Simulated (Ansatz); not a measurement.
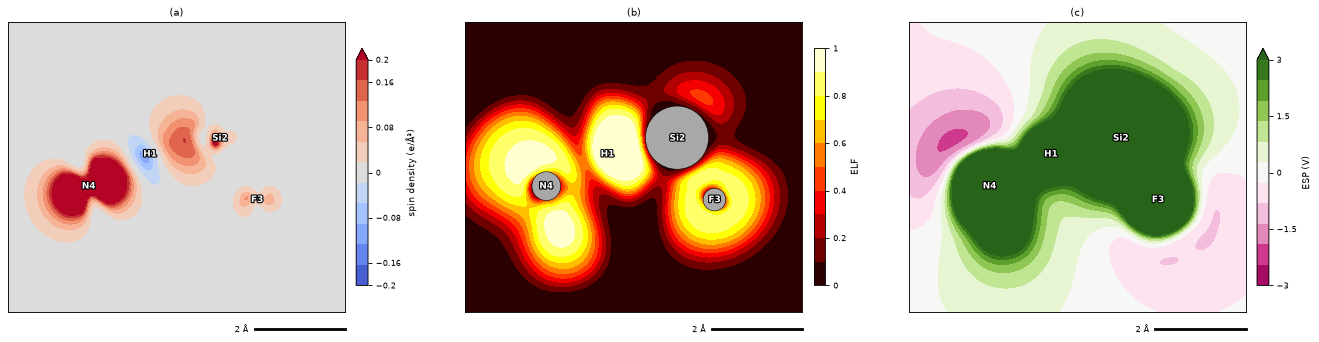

Figure. FH3Si···NH2 (doublet). (a) spin density; (b) electron localisation function; (c) electrostatic potential on the plane of atoms H1, Si2 and F3. Grey discs cover the atomic cores in the ELF map.

A transition-state structure; geometry: PBE0-D4/def2-TZVP.

Method: UKS PBE0-D4/def2-TZVPP in Ansatz.

```yaml
atoms:
  - { symbol: H, position_ang: [0.4415, -0.0445, 0.3291] }
  - { symbol: Si, position_ang: [-0.8049, 0.8730, 0.0191] }
  - { symbol: F, position_ang: [-1.3117, 0.5267, -1.4621] }
  - { symbol: N, position_ang: [1.4991, -1.1625, 0.3306] }
  - { symbol: H, position_ang: [-0.4318, 2.3092, 0.0556] }
  - { symbol: H, position_ang: [-1.9153, 0.5890, 0.9631] }
  - { symbol: H, position_ang: [0.8436, -1.9430, 0.4438] }
  - { symbol: H, position_ang: [1.6795, -1.1479, -0.6792] }
```

Q: Interpret the plot.

A: The section cuts through H, Si, F and N sites.
N4···H1 (1.54 Å): the ELF climbs to about 1 towards the hydrogen, as it does in any bond to H.
Si–F (1.60 Å): the ELF peaks at about 0.85 in the valence shell of F, 0.6 Å from its nucleus, and is about 0.45 at the midpoint.
The ELF also peaks beside F3 and N4, away from the bonds: non-bonding electrons, paired or unpaired.
The unpaired spin (1 electron) lies mostly on N4 (about 0.7) and Si2 (about 0.2), in electrons by Hirshfeld's partition.
Outside the dense part of the complex the potential is most negative (−2.1 V) near N4.
